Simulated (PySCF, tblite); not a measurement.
# C2H5BF2O2Si: a rotation path, then NMR shifts on frames

How do NMR shifts of C2H5BF2O2Si (`O=C(CB(F)F)O[SiH3]`) change as the atoms move?

Computed with tblite 0.8.0 and PySCF 2.14.0, with density-fitted response routines of our own, on a single molecule in the gas phase. Atoms count from 0, in the outputs and in this text.

## 1. The molecule as given

13 atoms, charge 0, multiplicity 1; geometry from: GFN2-xTB.

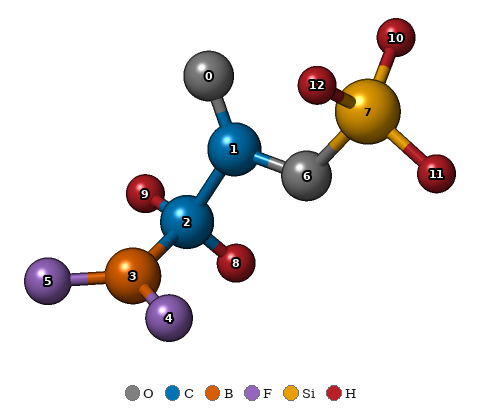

The starting geometry (oxygen grey, carbon blue, boron orange, fluorine purple, silicon amber, hydrogen red), atoms numbered; sticks join atoms by distance.

## 2. The rotation path with GFN2-xTB

What the job is given:

```
{"job": {"kind": "neb", "xc": "GFN2-xTB", "basis": "xTB", "atoms": [2, 1, 6, 7], "turn": 180}, "charge": 0, "multiplicity": 1}
O      0.194677     0.393536     1.808562
C      0.109875    -0.182166     0.759461
C      1.208958    -1.054069     0.175845
B      2.032378    -0.202041    -0.875640
F      1.491371     0.301534    -1.961479
F      3.306841     0.076590    -0.726766
O     -0.946573    -0.105562    -0.024441
Si    -2.259392     0.866631     0.314555
H      0.727471    -1.897696    -0.319917
H      1.844379    -1.406904     0.986502
H     -2.822451     0.467531     1.598935
H     -3.076110     0.488126    -0.828961
H     -1.815812     2.254975     0.318431
```

Level: GFN2-xTB climbing-image nudged elastic band, gas phase.

Command:

```sh
$ OMP_NUM_THREADS=1 python probes_run.py task.json out
```

One launch serves the whole session: the jobs run in the order shown.

The program printed:

```text
image   E - E0 / eV
  0       0.0000
  1       0.0228
  2       0.0617
  3       0.1140
  4       0.1610
  5       0.1432
  6       0.1251
  7       0.1429
  8       0.1372
```

Run time: 14 s. Hardware: 1 thread of Intel Xeon at 2.50GHz, shared host; peak memory 0.18 GiB.

The final band, with the dihedral C2–C1–O6–Si7:

| image | dihedral (°) | energy (eV) | energy (kcal/mol) |
| --- | --- | --- | --- |
| 0 | -176 | 0.000 | 0.0 |
| 1 | -158 | 0.023 | 0.5 |
| 2 | -138 | 0.062 | 1.4 |
| 3 | -117 | 0.114 | 2.6 |
| 4 | -86 | 0.161 | 3.7 |
| 5 | -49 | 0.143 | 3.3 |
| 6 | -9 | 0.125 | 2.9 |
| 7 | 4 | 0.143 | 3.3 |
| 8 | 19 | 0.137 | 3.2 |

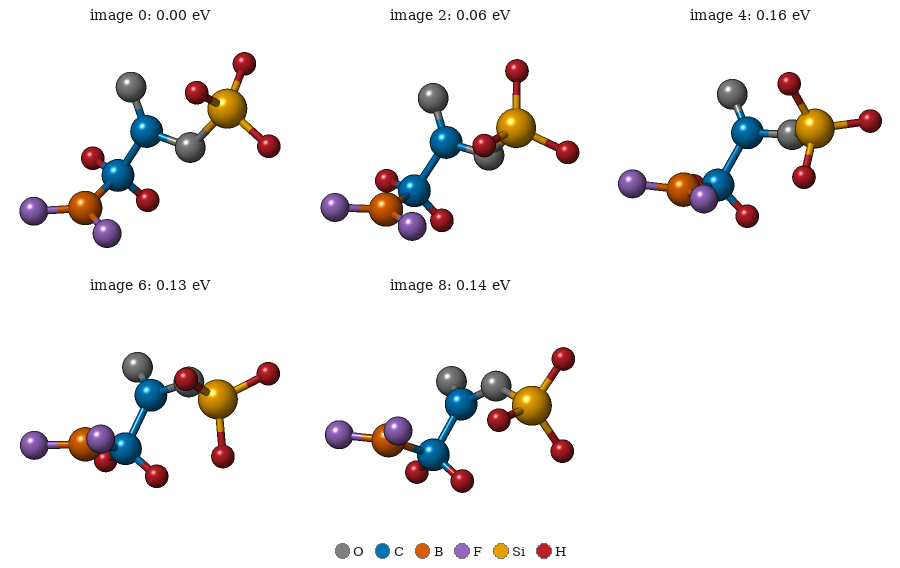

Images along the band.

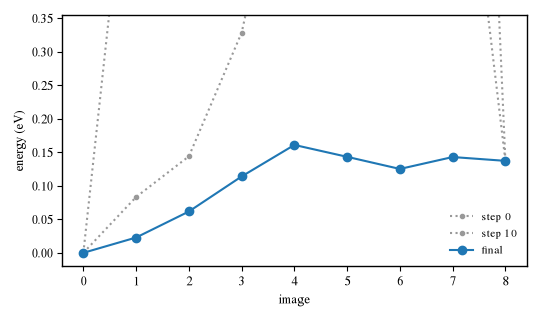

Energy along the band, early and final.

## 3. NMR shieldings: image 0, PBE0/pcSseg-1

What the job is given:

```
{"job": {"kind": "nmr", "xc": "PBE0", "basis": "pcSseg-1", "pop": false}, "charge": 0, "multiplicity": 1}
O      0.194700     0.393500     1.808600
C      0.109900    -0.182200     0.759500
C      1.209000    -1.054100     0.175800
B      2.032400    -0.202000    -0.875600
F      1.491400     0.301500    -1.961500
F      3.306800     0.076600    -0.726800
O     -0.946600    -0.105600    -0.024400
Si    -2.259400     0.866600     0.314600
H      0.727500    -1.897700    -0.319900
H      1.844400    -1.406900     0.986500
H     -2.822500     0.467500     1.598900
H     -3.076100     0.488100    -0.829000
H     -1.815800     2.255000     0.318400
```

Level: GIAO PBE0/pcSseg-1 NMR shielding, non-relativistic, gas phase.

The program printed:

```text
coarse grid: 12328 points
cycle   1  E = -742.9401981088  dE =  1.195e+00  |g| = 1.096e+00  |ddm| = 3.236e+00
cycle   2  E = -742.5704088616  dE =  3.698e-01  |g| = 1.825e+00  |ddm| = 1.744e+00
cycle   3  E = -743.1332892342  dE = -5.629e-01  |g| = 2.936e-01  |ddm| = 1.247e+00
cycle   4  E = -743.1484734281  dE = -1.518e-02  |g| = 8.139e-02  |ddm| = 2.257e-01
cycle   5  E = -743.1494533451  dE = -9.799e-04  |g| = 2.597e-02  |ddm| = 5.564e-02
cycle   6  E = -743.1495966233  dE = -1.433e-04  |g| = 4.141e-03  |ddm| = 1.873e-02
cycle   7  E = -743.1495995608  dE = -2.938e-06  |g| = 1.263e-03  |ddm| = 2.987e-03
final grid: 118040 points
cycle   8  E = -743.2247324698  dE = -4.291e-05  |g| = 1.219e-02  |ddm| = 1.921e-02
cycle   9  E = -743.2246897605  dE =  4.271e-05  |g| = 1.971e-02  |ddm| = 1.794e-02
cycle  10  E = -743.2247566682  dE = -6.691e-05  |g| = 2.400e-03  |ddm| = 1.185e-02
cycle  11  E = -743.2247576523  dE = -9.840e-07  |g| = 4.038e-04  |ddm| = 1.586e-03
cycle  12  E = -743.2247576780  dE = -2.573e-08  |g| = 1.330e-04  |ddm| = 3.011e-04
cycle  13  E = -743.2247576812  dE = -3.211e-09  |g| = 2.553e-05  |ddm| = 9.100e-05
cycle  14  E = -743.2247576813  dE = -9.527e-11  |g| = 7.483e-06  |ddm| = 1.882e-05
converged SCF energy = -743.2247576813

GIAO shielding tensors (ppm)
atom      isotropic    diamagn.    paramagn.     s11        s22        s33       span
  0 O     -129.099     402.874    -531.973   -403.099   -237.766    253.568    656.667
  1 C       13.275     251.839    -238.563    -85.348     50.990     74.184    159.532
  2 C      158.363     254.582     -96.219    139.361    148.936    186.792     47.431
  3 B       74.257     191.496    -117.240     56.427     80.494     85.849     29.422
  4 F      237.378     470.212    -232.834     55.804    285.837    370.493    314.689
  5 F      229.530     464.255    -234.725     53.130    284.202    351.259    298.128
  6 O      146.085     402.514    -256.429      5.977    213.389    218.889    212.912
  7 Si     387.452     880.589    -493.137    357.769    362.004    442.583     84.815
  8 H       29.164      30.435      -1.270     25.955     28.540     32.997      7.042
  9 H       29.413      29.455      -0.042     26.125     27.937     34.177      8.051
 10 H       26.712      29.297      -2.585     23.468     25.135     31.533      8.065
 11 H       27.136      29.786      -2.650     23.646     26.020     31.742      8.097
 12 H       26.816      29.936      -3.120     23.452     25.457     31.537      8.085
```

Run time: 65 s. Hardware: 1 thread of Intel Xeon at 2.50GHz, shared host; peak memory 0.75 GiB.

Shifts follow as δ = σ(reference) − σ, with reference shieldings (ppm) from runs at the same level and on the same kind of geometry: 1H TMS 31.72, 13C TMS 186.9, 29Si TMS 349.2, 19F CFCl3 170.9, 17O H2O 336.1, 11B BF3·OEt2 100.1. The references are single molecules in the gas phase, so shifts against H2O, NH3, PH3, H3PO4 or CFCl3 are not on the usual liquid scales and can be off by tens of ppm. Each atom is listed at this fixed geometry, with no averaging over motion; a spectrum would average atoms that exchange fast.

```csv
atoms,environment,σ (ppm),δ (ppm)
C1,carbonyl carbon,13.3,173.6
C2,"sp3 CH2 bonded to B, α to a carbonyl",158.4,28.6
H10,hydrogen on a silicon bonded to O,26.71,5.00
H12,hydrogen on a silicon bonded to O,26.82,4.90
H11,hydrogen on a silicon bonded to O,27.14,4.58
H8,"hydrogen on an sp3 CH2 bonded to B, α to a carbonyl",29.16,2.55
H9,"hydrogen on an sp3 CH2 bonded to B, α to a carbonyl",29.41,2.30
O0,carbonyl oxygen,-129.1,465.2
O6,"oxygen bonded to C, Si",146.1,190.0
B3,"boron bonded to C, 2 F",74.3,25.8
F5,fluorine bonded to B,229.5,-58.6
F4,fluorine bonded to B,237.4,-66.4
Si7,"silicon bonded to O, 3 H",387.5,-38.3
```

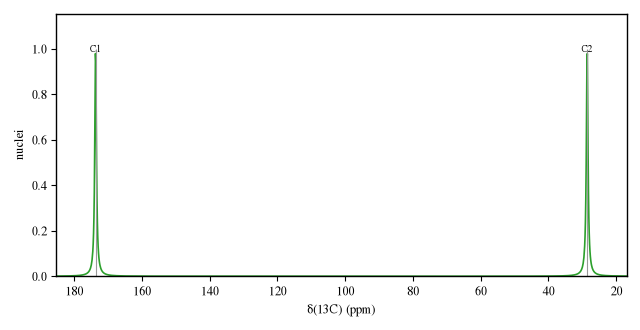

13C lines at the computed shifts, without couplings. Lines are broadened to a width of 0.58 ppm (Lorentzian).

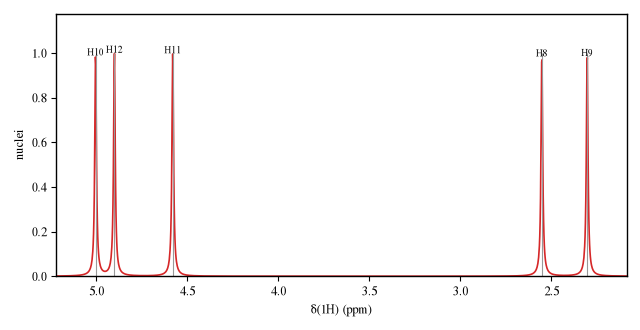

1H lines at the computed shifts, without couplings. Lines are broadened to a width of 0.01 ppm (Lorentzian).

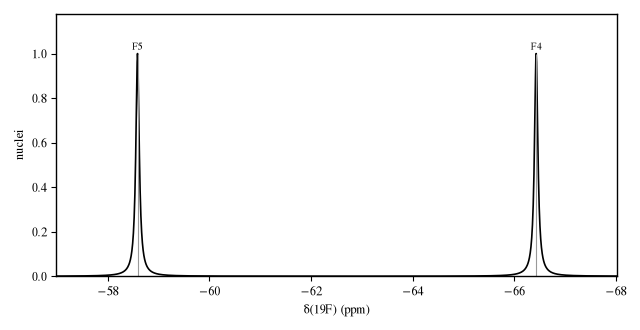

19F lines at the computed shifts, without couplings. Lines are broadened to a width of 0.08 ppm (Lorentzian).

## 4. NMR shieldings: image 2, PBE0/pcSseg-1

What the job is given:

```
{"job": {"kind": "nmr", "xc": "PBE0", "basis": "pcSseg-1", "pop": false}, "charge": 0, "multiplicity": 1}
O      0.143300    -0.264700     2.106500
C      0.068200    -0.547500     0.946100
C      1.212500    -1.135000     0.130200
B      1.792000     0.057700    -0.734100
F      1.082700     0.662400    -1.662000
F      2.987600     0.568200    -0.552300
O     -1.006800    -0.357400     0.202300
Si    -2.069100     0.908300     0.157700
H      0.792000    -1.909600    -0.510900
H      1.955300    -1.560500     0.801100
H     -2.437300     1.356300     1.494900
H     -3.148900     0.262700    -0.572500
H     -1.375800     1.959500    -0.581900
```

With the program's defaults for keys left out, this is: GIAO PBE0/pcSseg-1 NMR shielding, non-relativistic, gas phase.

The program printed:

```text
coarse grid: 12328 points
cycle   1  E = -742.9290651866  dE =  1.210e+00  |g| = 1.106e+00  |ddm| = 3.229e+00
cycle   2  E = -742.5396167625  dE =  3.894e-01  |g| = 1.859e+00  |ddm| = 1.796e+00
cycle   3  E = -743.1255750731  dE = -5.860e-01  |g| = 3.008e-01  |ddm| = 1.303e+00
cycle   4  E = -743.1415634103  dE = -1.599e-02  |g| = 8.353e-02  |ddm| = 2.308e-01
cycle   5  E = -743.1425921251  dE = -1.029e-03  |g| = 2.659e-02  |ddm| = 5.778e-02
cycle   6  E = -743.1427421611  dE = -1.500e-04  |g| = 4.470e-03  |ddm| = 1.920e-02
cycle   7  E = -743.1427456471  dE = -3.486e-06  |g| = 1.316e-03  |ddm| = 3.213e-03
final grid: 118040 points
cycle   8  E = -743.2172833792  dE = -4.319e-05  |g| = 1.236e-02  |ddm| = 1.812e-02
cycle   9  E = -743.2172382809  dE =  4.510e-05  |g| = 2.013e-02  |ddm| = 1.848e-02
cycle  10  E = -743.2173082459  dE = -6.996e-05  |g| = 2.496e-03  |ddm| = 1.225e-02
cycle  11  E = -743.2173093105  dE = -1.065e-06  |g| = 3.878e-04  |ddm| = 1.628e-03
cycle  12  E = -743.2173093340  dE = -2.357e-08  |g| = 1.301e-04  |ddm| = 2.974e-04
cycle  13  E = -743.2173093371  dE = -3.033e-09  |g| = 2.620e-05  |ddm| = 8.920e-05
cycle  14  E = -743.2173093372  dE = -1.023e-10  |g| = 7.340e-06  |ddm| = 1.911e-05
converged SCF energy = -743.2173093372

GIAO shielding tensors (ppm)
atom      isotropic    diamagn.    paramagn.     s11        s22        s33       span
  0 O     -147.500     402.189    -549.689   -459.459   -246.496    263.454    722.912
  1 C       15.490     250.788    -235.298    -89.359     64.305     71.524    160.882
  2 C      156.663     255.456     -98.793    136.582    147.811    185.596     49.014
  3 B       74.072     192.485    -118.413     56.161     80.173     85.883     29.723
  4 F      237.143     471.095    -233.952     57.996    283.362    370.070    312.075
  5 F      229.885     465.177    -235.292     54.098    283.400    352.159    298.061
  6 O      162.334     404.852    -242.519     46.579    198.025    242.397    195.818
  7 Si     386.201     880.715    -494.514    351.764    360.966    445.872     94.108
  8 H       29.103      30.476      -1.373     26.081     28.264     32.964      6.882
  9 H       29.462      29.400       0.061     26.249     27.701     34.435      8.186
 10 H       26.406      29.460      -3.054     23.172     25.103     30.943      7.771
 11 H       26.930      29.566      -2.636     23.627     25.402     31.761      8.134
 12 H       26.780      30.390      -3.610     22.500     26.893     30.947      8.447
```

Wall time 53 s (1 thread of Intel Xeon at 2.50GHz, shared host); peak memory 0.78 GiB.

In short: δ C1 171.4, C2 30.3, O0 483.6, O6 173.7, H10 5.31, H12 4.94 ppm.

[end of part 1 of 2]
